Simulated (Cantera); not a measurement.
Input: 1 mol Al, 4.9 mol HCl, 0.37 mol N2, at 1325 K.

Method: chemical equilibrium by Gibbs-energy minimisation in Cantera with the NASA 1993 tables (ideal gas, pure condensed phases). Candidate condensed phases: Al, AlCl3, AlN, NH4Cl; 20 gas species. The tables' values for AlCl2 are old estimates; treat these amounts as uncertain. Equilibrium is a limit: real reactors are often held back by kinetics, nucleation or transport.

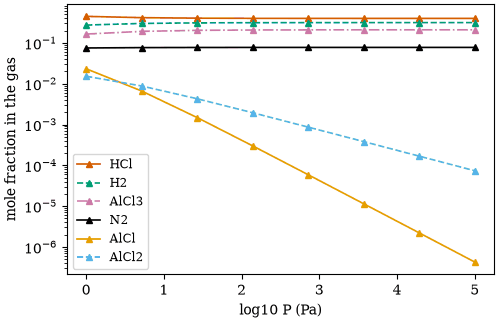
Fig. 1. Equilibrium gas composition (values under 1e-9 drawn at 1e-9)

From 1.00e-5 bar to 1.00 bar nothing is condensed. The main Al-bearing gas is AlCl3 throughout.
